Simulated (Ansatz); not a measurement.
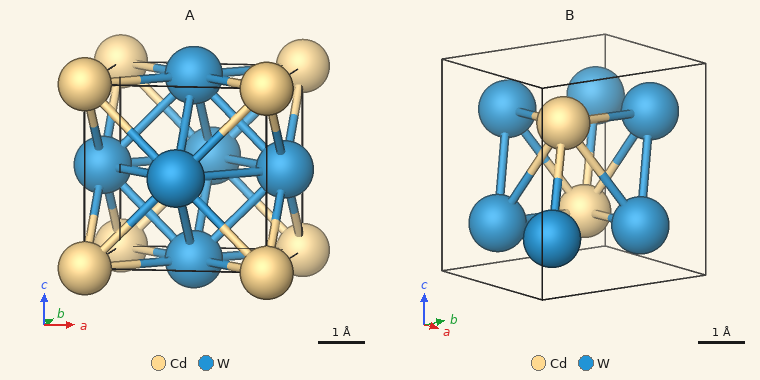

Two structures of CdW$_{3}$, each relaxed to rest (conventional cells in solid outline, small ones repeated, not to one scale). Method: DFT PBE, scalar-relativistic, plane waves, PAW (Ansatz 0.2.0), without spin polarisation.

Question: Characterise the two forms.

Answer: A: Cu₃Au (L1₂) type, Pm-3m. B: 8 atoms a cell on a primitive hexagonal lattice, P6_3/mmc.

Question: Which of the two does the method prefer?

Answer: B is lower, by 82 meV/atom at this level of theory (energies at zero smearing). Volumes: A 16.7, B 17.1 Å³/atom.

One or both may be structure types tried for this composition rather than known phases.
